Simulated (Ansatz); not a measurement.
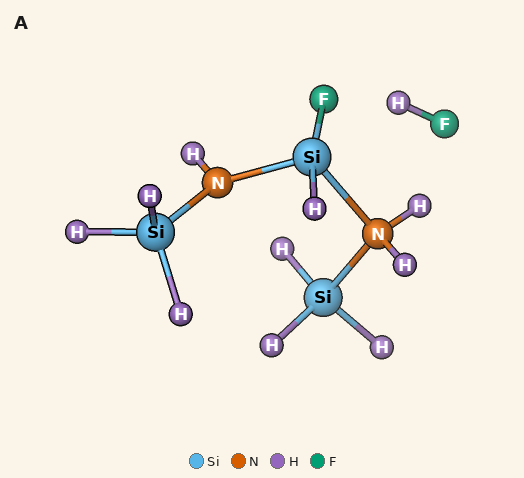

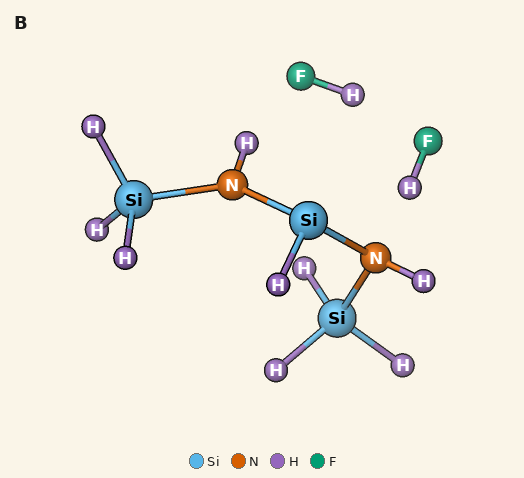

2 stationary structures of one formula. The species is neutral and a spin doublet. Geometries: PBE0-D4/def2-TZVP. Electronic energies: CCSD(T)/CBS (MP2 limit from def2-TZVPP and def2-QZVPP plus CCSD(T) − MP2) (Ansatz 0.2.0), without zero-point energy. Each is one conformer, not always the lowest.

### Rank them by energy, lowest first.

A is lowest (a minimum); B lies 7.6 kcal/mol above it (a minimum).

Give E(B) − E(A) in kcal/mol at these levels too: BLYP-D4/def2-TZVPP; r2SCAN-D4/def2-TZVPP; ωB97X-V/def2-TZVPP; B2PLYP (frozen core)/def2-TZVPP; B97M-V/def2-TZVPP; PBE-D4/STO-3G; PBE-D4/def2-TZVPP; CCSD(T)/CBS (MP2 limit from def2-TZVPP and def2-QZVPP plus CCSD(T) − MP2).

| level | E(B) − E(A) (kcal/mol) |
| --- | --- |
| BLYP-D4/def2-TZVPP | +4.4 |
| r2SCAN-D4/def2-TZVPP | +7.8 |
| ωB97X-V/def2-TZVPP | +8.2 |
| B2PLYP (frozen core)/def2-TZVPP | +5.8 |
| B97M-V/def2-TZVPP | +10.8 |
| PBE-D4/STO-3G | −6.2 |
| PBE-D4/def2-TZVPP | +5.9 |
| CCSD(T)/CBS (MP2 limit from def2-TZVPP and def2-QZVPP plus CCSD(T) − MP2) | +7.6 |
